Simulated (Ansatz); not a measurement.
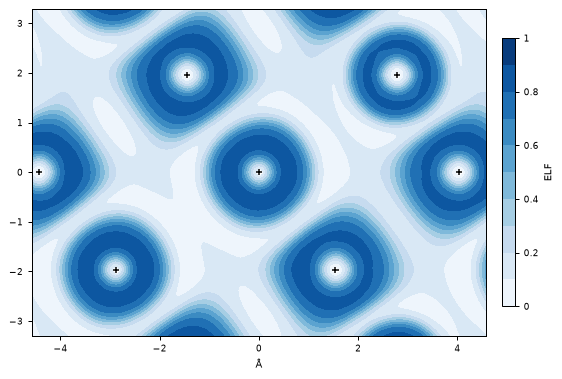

The ELF on a plane through atoms (crosses mark nuclei in the plane).

Theory: DFT PBE, scalar-relativistic, plane waves, PAW in Ansatz 0.2.0.

Candidates:
A. Gd2ZrN3, a = 3.40 Å, b = 3.40 Å, c = 8.46 Å, α = 90.00°, β = 90.00°, γ = 120.00°. Space group P-3m1; a generated structure, not necessarily the stable one; spin-polarised.
B. Al7N, a = 2.90 Å, b = 2.90 Å, c = 48.31 Å, α = 90.00°, β = 90.00°, γ = 120.00°. Space group R-3m; a generated structure, not necessarily the stable one.
C. NaLaMnMoO6, a = 9.15 Å, b = 5.30 Å, c = 5.33 Å, α = 90.00°, β = 125.47°, γ = 90.00°. Space group Cm; a generated structure, not necessarily the stable one; changed on purpose from its base cell (volume × 0.91, shape and atoms relaxed); computed pressure about 19 GPa in this cell; spin-polarised.

Q: Which candidate gave the map?

A: Candidate A: Gd2ZrN3 on the (110) plane of the cell of the magnetic structure, which holds Gd, Zr and N. Zr–N (2.32 Å): the ELF peaks at about 0.80 in the valence shell of N, 0.7 Å from its nucleus, and drops to about 0.20 between the two atoms; no localised pair shows between them. Gd–N (2.44 Å): the ELF peaks at about 0.80 in the valence shell of N, 0.6 Å from its nucleus, and drops to about 0.15 between the two atoms: no localised pair shows between them.
